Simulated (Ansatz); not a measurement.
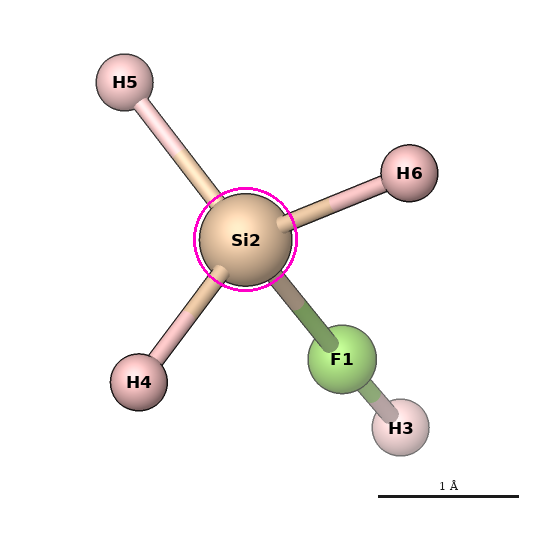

(Drawn from a calculation with Ansatz.)

Orthographic view. Distant atoms are faded towards the background colour. The species is neutral and a spin doublet. Geometry: start.

### Name the neighbours of the circled atom.

The circled atom is Si2; it is bonded to F1, H4, H5, H6.

### Which atom is farthest from the viewer?

H3, 2.1 Å behind the mean position.

### Of F1 and Si2, which is nearer the viewer?

Si2; the bond to F1 points away from the viewer, so it looks shorter than its 1.97 Å.
